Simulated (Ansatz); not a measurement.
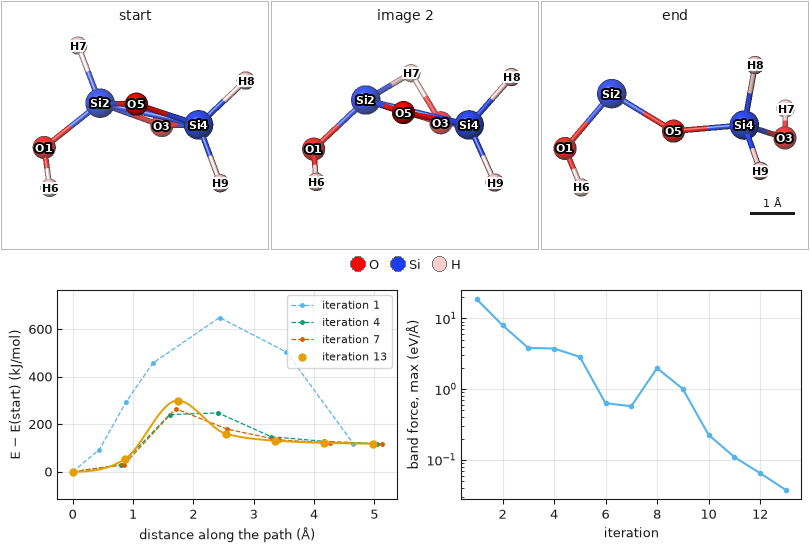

A search for the minimum-energy path of Si$_{2}$H$_{4}$O$_{3}$ by the nudged elastic band. Images are numbered from 0 (start) to 6 (end). The plot follows the band through its iterations. A ball-and-stick model, seen at a tilt.

Theory: RKS PBE0-D4/def2-SVP in Ansatz 0.2.0. Run with 5 movable images; climbing image; force threshold 0.05 eV/Å; iteration limit 60; starting path through a guess of the saddle point.

### Judge this run.

The result is final at these settings. The band converged in 13 iterations. The largest component of the band force went from 19 to 0.038 eV/Å. The climbing image converged on the top of the path. Its vibrational analysis gives one imaginary mode (1493i cm⁻¹), as a transition state must have. The first iteration put the highest image at 648.7 kJ/mol. The highest point, image 2, lies 299.1 kJ/mol above the start and 181.2 kJ/mol above the end; the end is at +117.9 kJ/mol relative to the start.

Cost: 85 s on 2 threads of Intel(R) Xeon(R) 6975P-C (Granite Rapids), with other jobs on the host, peak memory 0.23 GiB.
